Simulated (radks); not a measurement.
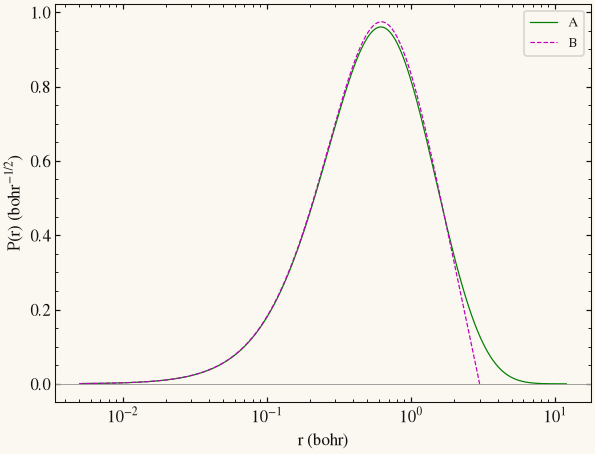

The neutral neon atom in [He] 2s2 2p6 was computed in two surroundings: the hard spherical wall at 12 bohr; the hard spherical wall at 3 bohr. Level of theory: non-relativistic Kohn-Sham, LDA (Slater exchange, VWN5 correlation), spin-polarised, spherical densities, point nucleus. Computed with the in-house radial solver radks.

The plot shows P(r) = r R(r) of the 2p down orbital in both runs.

Q: Which curve belongs to which run?

Answer: A is the hard spherical wall at 12 bohr (⟨r⟩ = 0.981 bohr, eigenvalue −13.6 eV); B is the hard spherical wall at 3 bohr (⟨r⟩ = 0.926 bohr, eigenvalue −10.2 eV). The tighter surroundings squeeze the orbital.
